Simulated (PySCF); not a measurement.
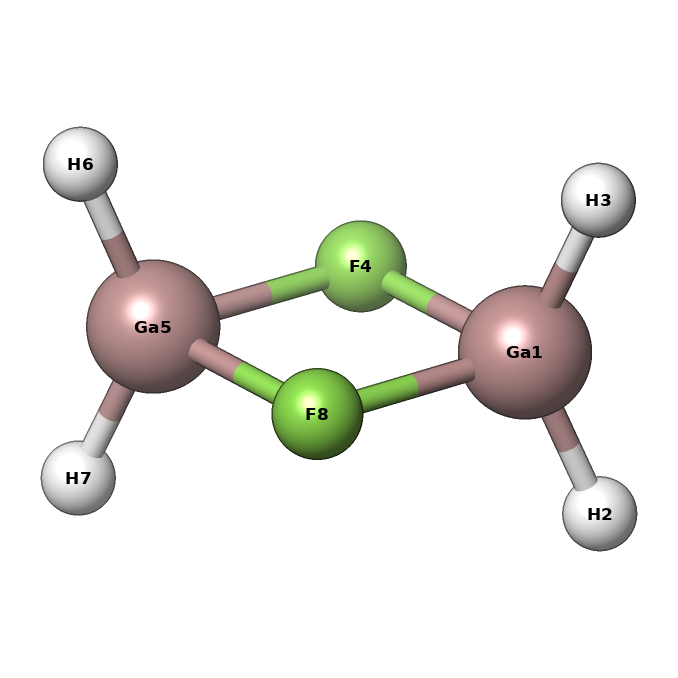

The geometry was computed by an optimisation with PBE0-D3(BJ)/def2-SVP. No frequency run is at hand to confirm it as a minimum. Properties computed with delta-SCF UKS SCAN, pcX-2 on the ionised atom (unc-x2c-TZVPall on a metal), pcseg-1 elsewhere, spin-free X2C (PySCF 2.14.0).

Give the core-electron binding energies (to vacuum) of F4 1s.

| atom | level | binding energy (eV) |
| --- | --- | --- |
| F4 | 1s | 691.9 |
